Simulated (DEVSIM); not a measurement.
Structure: Schottky contact on p-type Si, at 300 K.

```tsv
layer (left to right)	material	thickness (μm)	Na (cm⁻³)	τn (s)	τp (s)
1	Si	0.910	5.1e16	0.00013	0.00013
```

Left contact: Schottky, work function 4.424 eV, emission velocity 4.9e6 cm/s. Right contact: ohmic. Voltage is applied to the left contact. Recombination: SRH at mid-gap, radiative, Auger. Gap narrowing is on: ΔEg = 6.92 meV × (l + √(l² + 0.5)), l = ln(N/1.3e17 cm⁻³), shared equally by both band edges. Mobility is μmin + (μ − μmin)/(1 + (N/Nref)^α).

This is a model device: material constants are rounded textbook-type values typed into the input, and sizes, dopings and lifetimes were drawn at random. Values at 300 K.

```
parameter           Si
-------------  -------
gap (eV)         1.124
affinity (eV)     4.05
permittivity      11.7
Nc (cm⁻³)      2.86e19
Nv (cm⁻³)       3.1e19
μn (cm²/Vs)       1417
μp (cm²/Vs)        470
μn,min              52
μp,min              45
Nref,n          9.7e16
Nref,p          2.2e17
αn                0.68
αp                0.72
B (cm³/s)      4.7e-15
Cn (cm⁶/s)     2.8e-31
Cp (cm⁶/s)     9.9e-32
```

Simulated with DEVSIM: 1D drift-diffusion, Boltzmann statistics, complete ionisation; no tunnelling, impact ionisation, image-force lowering or self-heating. Metal contacts follow the ideal Schottky-Mott rule: no Fermi-level pinning, no interface dipoles.

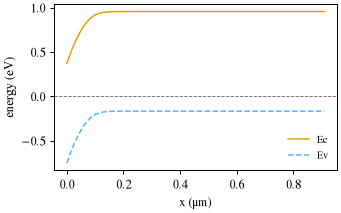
Band edges at zero bias

Energies count from the Fermi level of the right contact; mesh points crowd at the junctions.

```json
[
 {"x (μm)": "0.000", "Ec (eV)": "0.373", "Ev (eV)": "-0.749", "n (cm⁻³)": "1.5e13", "p (cm⁻³)": "8000000", "field (V/cm)": "93000"},
 {"x (μm)": "0.007883", "Ec (eV)": "0.445", "Ev (eV)": "-0.678", "n (cm⁻³)": "9.7e11", "p (cm⁻³)": "1.3e8", "field (V/cm)": "88000"},
 {"x (μm)": "0.01656", "Ec (eV)": "0.518", "Ev (eV)": "-0.605", "n (cm⁻³)": "5.7e10", "p (cm⁻³)": "2.2e9", "field (V/cm)": "81000"},
 {"x (μm)": "0.02959", "Ec (eV)": "0.616", "Ev (eV)": "-0.506", "n (cm⁻³)": "1.3e9", "p (cm⁻³)": "9.7e10", "field (V/cm)": "70000"},
 {"x (μm)": "0.05244", "Ec (eV)": "0.757", "Ev (eV)": "-0.366", "n (cm⁻³)": "5600000", "p (cm⁻³)": "2.2e13", "field (V/cm)": "52000"},
 {"x (μm)": "0.07660", "Ec (eV)": "0.860", "Ev (eV)": "-0.262", "n (cm⁻³)": "100000", "p (cm⁻³)": "1.2e15", "field (V/cm)": "34000"},
 {"x (μm)": "0.1032", "Ec (eV)": "0.924", "Ev (eV)": "-0.199", "n (cm⁻³)": "8700", "p (cm⁻³)": "1.4e16", "field (V/cm)": "15000"},
 {"x (μm)": "0.1567", "Ec (eV)": "0.955", "Ev (eV)": "-0.168", "n (cm⁻³)": "2600", "p (cm⁻³)": "4.7e16", "field (V/cm)": "1200"},
 {"x (μm)": "0.2132", "Ec (eV)": "0.957", "Ev (eV)": "-0.166", "n (cm⁻³)": "2400", "p (cm⁻³)": "5.1e16", "field (V/cm)": "55"},
 {"x (μm)": "0.2872", "Ec (eV)": "0.957", "Ev (eV)": "-0.166", "n (cm⁻³)": "2400", "p (cm⁻³)": "5.1e16", "field (V/cm)": "≈ 0"},
 {"x (μm)": "0.3688", "Ec (eV)": "0.957", "Ev (eV)": "-0.166", "n (cm⁻³)": "2400", "p (cm⁻³)": "5.1e16", "field (V/cm)": "≈ 0"},
 {"x (μm)": "0.5076", "Ec (eV)": "0.957", "Ev (eV)": "-0.166", "n (cm⁻³)": "2400", "p (cm⁻³)": "5.1e16", "field (V/cm)": "≈ 0"},
 {"x (μm)": "0.6089", "Ec (eV)": "0.957", "Ev (eV)": "-0.166", "n (cm⁻³)": "2400", "p (cm⁻³)": "5.1e16", "field (V/cm)": "≈ 0"},
 {"x (μm)": "0.6863", "Ec (eV)": "0.957", "Ev (eV)": "-0.166", "n (cm⁻³)": "2400", "p (cm⁻³)": "5.1e16", "field (V/cm)": "≈ 0"},
 {"x (μm)": "0.7594", "Ec (eV)": "0.957", "Ev (eV)": "-0.166", "n (cm⁻³)": "2400", "p (cm⁻³)": "5.1e16", "field (V/cm)": "≈ 0"},
 {"x (μm)": "0.7958", "Ec (eV)": "0.957", "Ev (eV)": "-0.166", "n (cm⁻³)": "2400", "p (cm⁻³)": "5.1e16", "field (V/cm)": "≈ 0"},
 {"x (μm)": "0.8289", "Ec (eV)": "0.957", "Ev (eV)": "-0.166", "n (cm⁻³)": "2400", "p (cm⁻³)": "5.1e16", "field (V/cm)": "≈ 0"},
 {"x (μm)": "0.8541", "Ec (eV)": "0.957", "Ev (eV)": "-0.166", "n (cm⁻³)": "2400", "p (cm⁻³)": "5.1e16", "field (V/cm)": "≈ 0"},
 {"x (μm)": "0.8780", "Ec (eV)": "0.957", "Ev (eV)": "-0.166", "n (cm⁻³)": "2400", "p (cm⁻³)": "5.1e16", "field (V/cm)": "≈ 0"},
 {"x (μm)": "0.8899", "Ec (eV)": "0.957", "Ev (eV)": "-0.166", "n (cm⁻³)": "2400", "p (cm⁻³)": "5.1e16", "field (V/cm)": "≈ 0"},
 {"x (μm)": "0.9006", "Ec (eV)": "0.957", "Ev (eV)": "-0.166", "n (cm⁻³)": "2400", "p (cm⁻³)": "5.1e16", "field (V/cm)": "≈ 0"},
 {"x (μm)": "0.9100", "Ec (eV)": "0.957", "Ev (eV)": "-0.166", "n (cm⁻³)": "2400", "p (cm⁻³)": "5.1e16", "field (V/cm)": "≈ 0"}
]
```
